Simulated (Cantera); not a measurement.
Feed: 1 mol SiCl4, 0.091 mol Cl2, 34 mol N2, held at 10.0 mbar.

Cantera equilibrium calculation (NASA polynomials, part measured and part estimated; ideal gas, pure solids and liquids). Candidate condensed phases: Si, Si3N4; 13 gas species. The tables' values for SiCl3 are old estimates; treat these amounts as uncertain. Rates play no part.

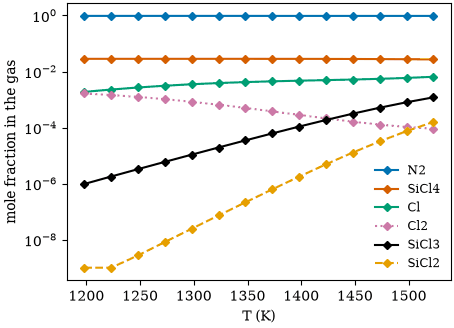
Fig. 1. Equilibrium gas composition (values under 1e-9 drawn at 1e-9)

Problem. Read off the mole fractions at 1198 K.

Solution. N2 about 0.97, SiCl4 about 0.028, Cl about 0.0019, Cl2 about 0.0017, SiCl3 about 9.7e-7.
